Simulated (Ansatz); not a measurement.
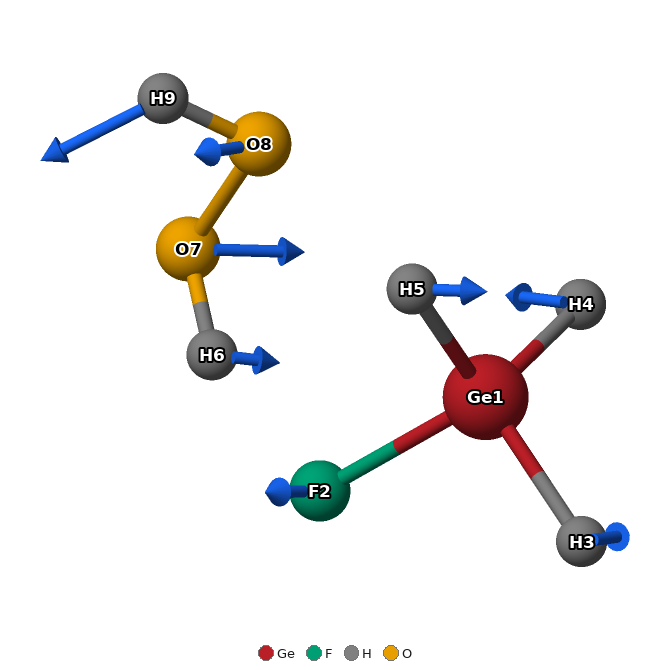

The arrows show one normal mode. Harmonic vibrations computed with RKS PBE0-D4/def2-TZVP (Ansatz 0.2.0) at a stationary point of the same level.

Estimate its harmonic wavenumber.

46 cm⁻¹; it is mode 1 of 21 counted from the lowest.
